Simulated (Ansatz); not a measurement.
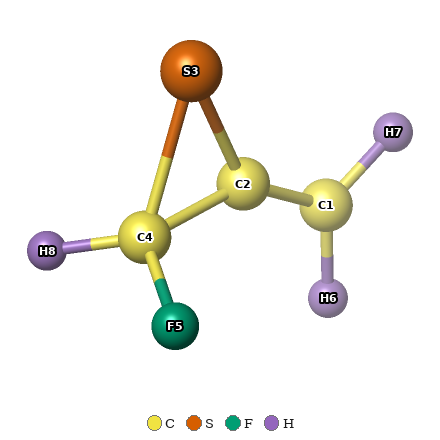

The system is C₃H₃FS, SMILES C=C1SC1F; the picture shows the reference structure. 
- First axis: bond length C1–C2. Second axis: bond length C1–H7.
- Nothing is relaxed (all other coordinates rigid).
- The scan uses a 9 × 9 grid.
- Energies are in eV, from the relaxed molecule at the same level.
- Method: RKS r2SCAN-D4/def2-SVP in Ansatz.

Its coordinates:

```yaml
atoms:
  - { symbol: C, position_ang: [-0.0329, 1.4024, 0.3029] }
  - { symbol: C, position_ang: [0.3108, 0.1512, 0.0014] }
  - { symbol: S, position_ang: [1.6324, -0.8665, -0.5265] }
  - { symbol: C, position_ang: [-0.1484, -1.2084, -0.1677] }
  - { symbol: F, position_ang: [-0.9575, -1.5082, -1.2065] }
  - { symbol: H, position_ang: [-1.0639, 1.6256, 0.5911] }
  - { symbol: H, position_ang: [0.6907, 2.2197, 0.2635] }
  - { symbol: H, position_ang: [-0.3392, -1.8728, 0.6860] }
```

Range: bond length C1–C2 from 1.146 to 1.865 Å; bond length C1–H7 from 0.961 to 1.365 Å.

Question: Predict the map.

Answer: The lowest grid point is at bond length C1–C2 = 1.325 Å, bond length C1–H7 = 1.113 Å, 0.009 eV from the relaxed molecule at the same level. It is the only kind of minimum in the scanned range. The highest grid point, bond length C1–C2 = 1.865 Å, bond length C1–H7 = 1.365 Å, lies 4.40 eV above the lowest. Round the minimum the two coordinates are nearly uncoupled.

```csv
"bond length C1–H7 ↓, bond length C1–C2 →",1.146,1.236,1.325,1.415,1.505,1.595,1.685,1.775,1.865
1.365,2.28,1.13,0.81,1.01,1.50,2.16,2.90,3.66,4.41
1.315,2.07,0.91,0.59,0.78,1.27,1.93,2.67,3.43,4.18
1.264,1.87,0.71,0.38,0.57,1.06,1.72,2.46,3.21,3.96
1.214,1.71,0.54,0.21,0.39,0.88,1.54,2.28,3.03,3.78
1.163,1.58,0.41,0.08,0.26,0.75,1.40,2.14,2.90,3.64
1.113,1.52,0.34,0.01,0.19,0.67,1.33,2.06,2.82,3.57
1.062,1.54,0.36,0.02,0.20,0.68,1.33,2.07,2.83,3.57
1.012,1.65,0.47,0.14,0.31,0.79,1.45,2.18,2.94,3.69
0.961,1.92,0.74,0.40,0.57,1.06,1.71,2.45,3.21,3.95
```

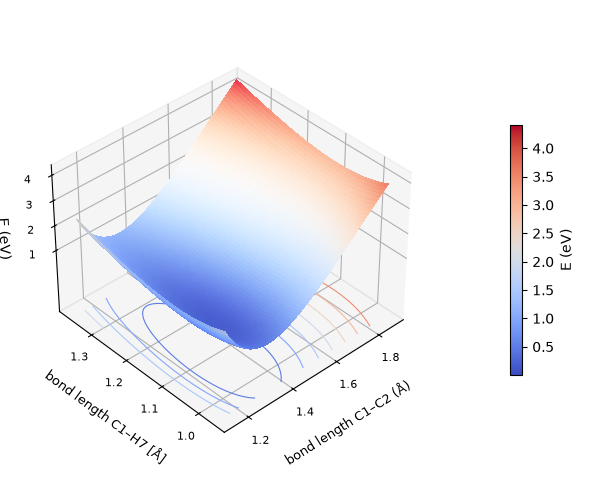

The picture shows a relief with its contours projected below. Between grid points the surface is interpolated.

Time for the 81 points that were run: 9 min on 1 thread of Arm Neoverse V1, with other jobs on the host.
